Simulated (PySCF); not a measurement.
**C$_{2}$H$_{8}$OSSi$_{2}$ (SMILES C=CO[SiH2]S[SiH3]): density, localisation and related maps**

```
atom    x (Å)    y (Å)    z (Å)
   C  -3.0300   0.0020  -0.6960
   C  -2.5030   1.0502  -0.0925
   O  -1.2062   1.2171   0.2146
  Si   0.0757   0.2545   0.0250
   S   1.6204   1.5104   0.7786
  Si   3.3290   0.2461   0.5304
   H  -2.4260  -0.8352  -0.9972
   H  -4.0817  -0.0405  -0.9049
   H  -3.0985   1.9006   0.2173
   H   0.3328  -0.0698  -1.3743
   H  -0.0305  -0.9623   0.8238
   H   3.1312  -0.9663   1.3155
   H   3.4617  -0.0905  -0.8817
   H   4.4244   1.0632   1.0191
```

Geometry: GFN2-xTB.

Theory: PBE0/pcSseg-1, SCF density, gas phase, non-relativistic (PySCF).

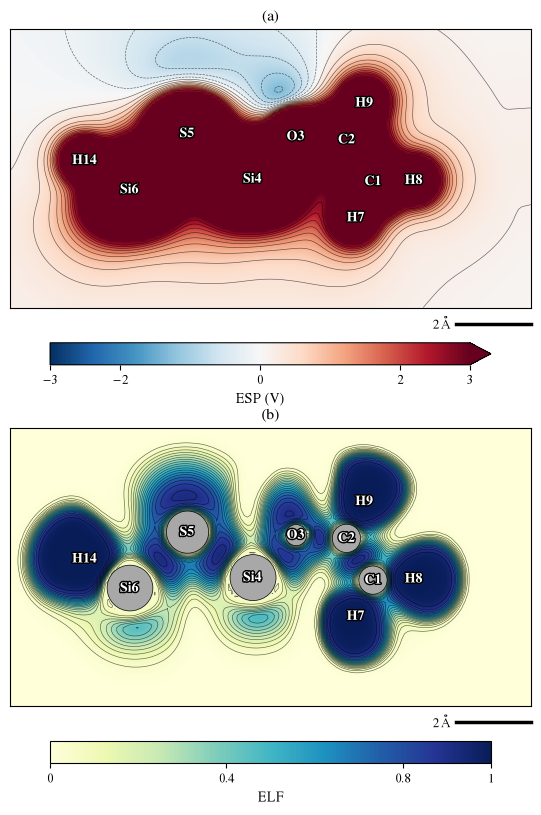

Figure 1. (a) molecular electrostatic potential; (b) electron localisation function on the plane of atoms C1, C2 and H9. Grey discs cover the atomic cores in the ELF map.

Interpret the plot.

Atoms in the plane: C, O, Si, S and H. C–C (1.32 Å): the ELF peaks at about 0.95 between the atoms; a short, multiple covalent bond. C–O (1.34 Å): the ELF peaks at about 0.90 between the atoms, as expected for a shared but strongly polarised pair. Si–O (1.61 Å): the ELF peaks at about 0.85 between the atoms; a short, strongly polar bond. Si–S (2.13 Å): the ELF peaks at about 0.95 between the atoms; a shared electron pair. C–H (1.07 Å): the ELF climbs to about 1 towards the hydrogen, as it does in any bond to H (an ordinary covalent bond to hydrogen). The ELF also peaks beside O3 and S5, away from the bonds: lone-pair regions. Outside the dense part of the molecule the potential is most negative (−1.3 V) near O3.

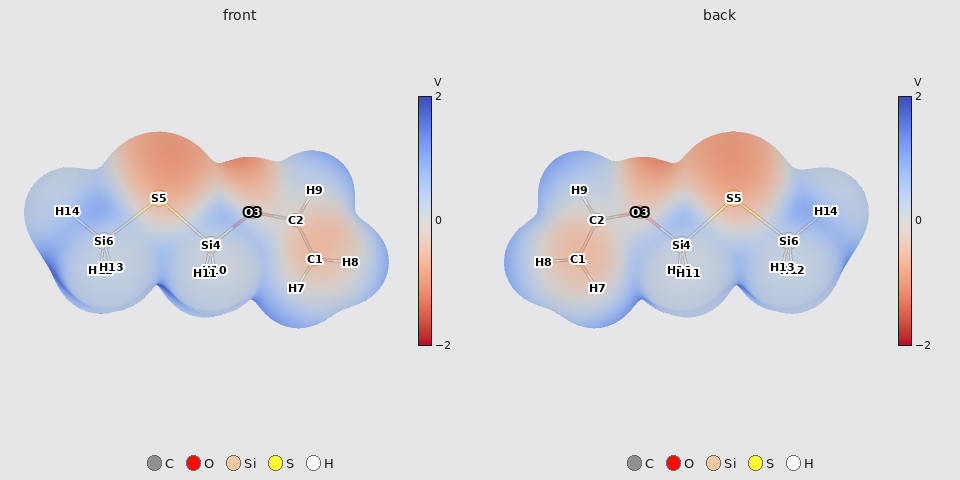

Figure 2. The electrostatic potential painted on the density surface at 0.002 e/bohr³, seen from the front and from behind; the colour scale runs from red (negative) to blue (positive).

Where is the surface potential most negative and most positive?

The most negative region (about −1.1 V, or −25 kcal/mol for a unit charge) lies over O3, the most positive (about +1.7 V, or +39 kcal/mol for a unit charge) over Si4 and Si6. O3 is the likeliest acceptor of a hydrogen bond.
